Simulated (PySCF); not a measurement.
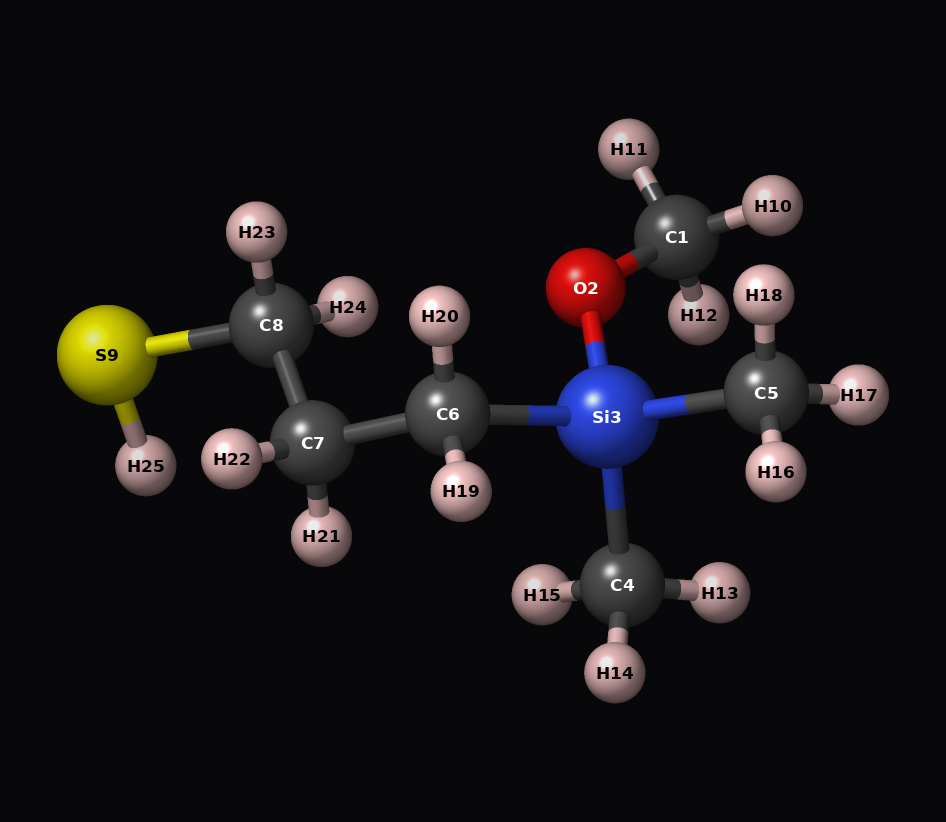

The computed structure is the end point of a GFN2-xTB optimisation. No frequency run is at hand to confirm it as a minimum. Electric field gradients from the ground-state density, PBE0/pcSseg-1 (PySCF 2.14.0), non-relativistic apart from any core potentials.

Give the largest field-gradient component, the quadrupole coupling constant and the asymmetry for 17O at O2 (Q = −25.6 mb), 33S at S9 (Q = −67.81 mb), 2H at H10 (Q = 2.86 mb), 2H at H11 (Q = 2.86 mb), 2H at H12 (Q = 2.86 mb), 2H at H13 (Q = 2.86 mb).

```
atom  V_zz (a.u.)  e²qQ/h (MHz)     η
  O2        1.746        −10.50  0.37
  S9       −2.858          45.5  0.64
 H10        0.299         0.201  0.08
 H11        0.302         0.203  0.06
 H12        0.298         0.200  0.08
 H13        0.326         0.219  0.02
```

The geometry is semi-empirical. Around Si such bond lengths and angles can be off by a tenth of an ångström or more and by several degrees, and values that hang on the shape move with them.
